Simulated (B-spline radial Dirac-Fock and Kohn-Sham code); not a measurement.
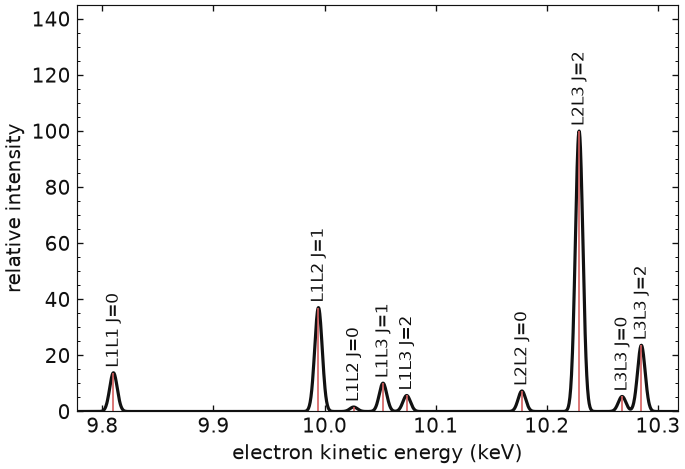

The Auger multiplet of a K hole with both final holes in L123, lines labelled by the leading pair of holes and J, broadened by 8.0 eV full width. Kinetic energies count from the vacuum level; very weak lines are left out. Lines are named by their largest jj component, which in light atoms can differ from the customary names. It refers to Br⁻, configuration [Kr], inside a Watson sphere of charge +1 and radius 1.666 Å that stands in for a crystal. Level of theory: Dirac–Fock ΔSCF energies in intermediate coupling of the two holes, Coulomb rates, valence shells as spectators; calculated with a B-spline radial code.

**Which of the lines shown has the highest kinetic energy, and why?**

K-L3L3 J=2 at 10.29 keV: its two-hole final state is the least tightly bound of those shown, so the most energy is left to the electron.
